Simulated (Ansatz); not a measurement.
## Electronic structure of ClH$_{2}$MoNO$_{2}$ in real space

Input file:

```
crystal:
  periodic: [false, false, false]
  atoms:
    - {symbol: Cl, position_ang: [-0.050319, -0.113477, -2.478521]}
    - {symbol: Mo, position_ang: [0.215568, -0.554728, -0.255431]}
    - {symbol: N, position_ang: [-0.882308, 0.613905, 0.781440]}
    - {symbol: O, position_ang: [1.808054, -0.303561, 0.185290]}
    - {symbol: O, position_ang: [-0.244624, -2.128412, 0.068715]}
    - {symbol: H, position_ang: [-0.548729, 1.478546, 1.201889]}
    - {symbol: H, position_ang: [-1.804470, 0.362089, 1.130532]}
basis:
  gaussian: {orbitals: def2-TZVPD}
hamiltonian: {xc: pbe0}
output: {forces: true, orbitals: {seedname: orbitals}}
```

Launched as:

```sh
ansatz run input.yaml --threads 2 --pin off --max-ram 5220MiB --events-out events.jsonl --progress --plain --runs-dir runs
```

Geometry: PBE0-D4/def2-SVP; core potentials replace the inner electrons of Mo.

Theory: Ansatz, isolated molecule in a Gaussian basis; Kohn-Sham density functional theory, functional PBE0.

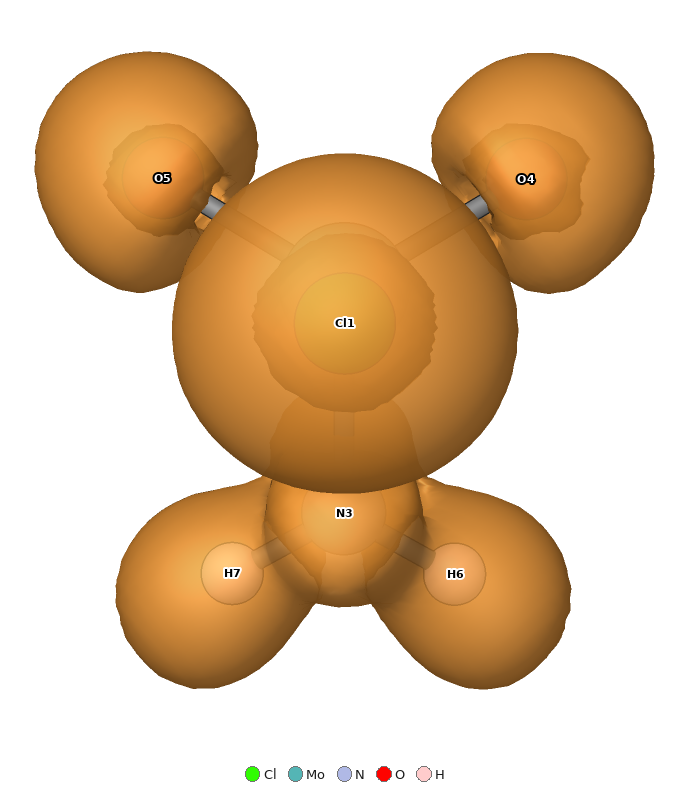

Figure 1. Isosurface of the electron localisation function at 0.75 (orange), seen at an oblique angle. Core shells and regions of very low density are left out.

Describe the localisation domains.

Answer. At this value the surface marks out one region wrapped around Cl (its valence shell), two regions wrapped around O (the valence shell of each) and one joined region spread over several atoms (H, N), in which their bonds and any lone pairs are merged. Profiles from the grid: Mo–O (1.67 Å): the ELF peaks at about 0.80 in the valence shell of O, 0.5 Å from its nucleus, and drops to about 0.40 between the two atoms. Mo–N (1.91 Å): the ELF peaks at about 0.85 in the valence shell of N, 0.6 Å from its nucleus, and is about 0.35 at the midpoint.

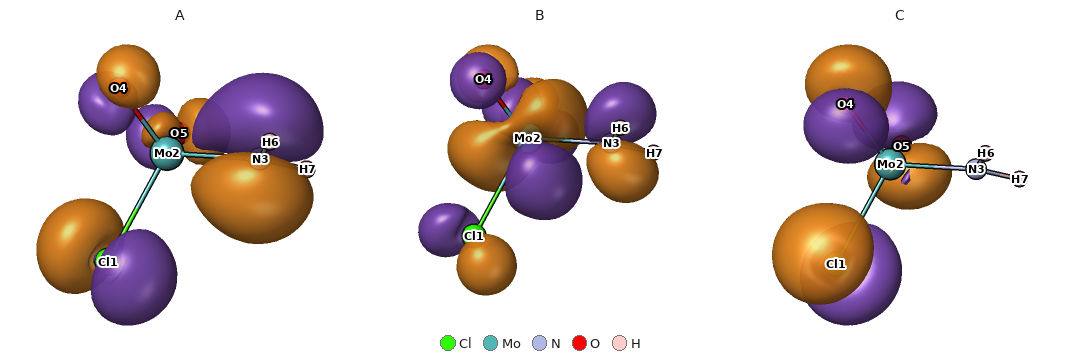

Figure 2. Three frontier orbitals at ±0.1 Å⁻³ᐟ² (orange and purple are the two phases), in no order.

Order the three orbitals by energy and name them.

Answer. C is the HOMO−1 (−9.32 eV). By Hirshfeld shares it lies mainly on Cl1 (about 35 %), O4 (about 30 %) and O5 (about 30 %); largely a combination of lone pairs on Cl1, O4 and O5. A is the HOMO (−8.87 eV). By Hirshfeld shares it lies mainly on N3 (about 50 %), Cl1 (about 20 %), Mo2 (about 10 %), O4 (about 5 %) and O5 (about 5 %); largely a combination of lone pairs on N3, Cl1, O4 and O5. B is the LUMO (−2.66 eV). By Hirshfeld shares it lies mainly on Mo2 (about 55 %), N3 (about 15 %), Cl1 (about 10 %), O4 (about 10 %) and O5 (about 10 %).

What is the HOMO–LUMO gap?

Answer. 6.21 eV between the orbital energies.

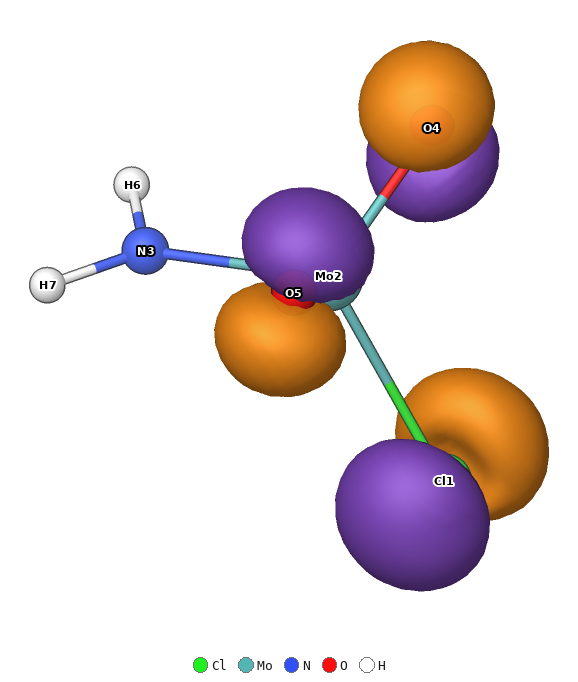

Figure 3. The HOMO−1 at ±0.2 Å⁻³ᐟ² (orange and purple are the two phases), seen at an oblique angle.

Describe this orbital and give its energy.

Answer. Its weight (Hirshfeld) is mainly on Cl1 (about 35 %), O4 (about 30 %) and O5 (about 30 %); largely a combination of lone pairs on Cl1, O4 and O5. Its energy is −9.32 eV.
